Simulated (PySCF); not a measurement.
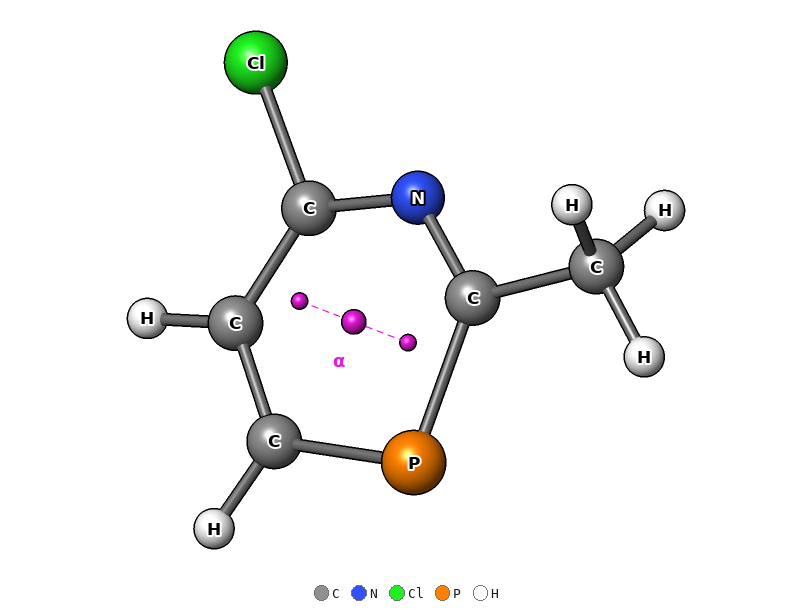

The small points mark where nucleus-independent chemical shifts (NICS) were computed: at the centre of each lettered ring and 1 Å above and below it. The computed structure is the end point of a GFN2-xTB optimisation. No frequency run is at hand to confirm it as a minimum. Level of theory: GIAO PBE0/pcSseg-1 NMR shielding, non-relativistic, gas phase (PySCF 2.14.0).

Give NICS(0), NICS(1) and the out-of-plane component NICS(1)zz for each ring (means of the two sides).

```tsv
ring	members	NICS(0)	NICS(1)	NICS(1)zz
α	C4NP	−7.0	−10.1	−23.9
```

Values in ppm.

> What do the values say about the ring currents?

Ring α: diatropic, as in an aromatic ring. NICS is one index among several.

The geometry is semi-empirical. Around P such bond lengths and angles can be off by a tenth of an ångström or more and by several degrees, and values that hang on the shape move with them.
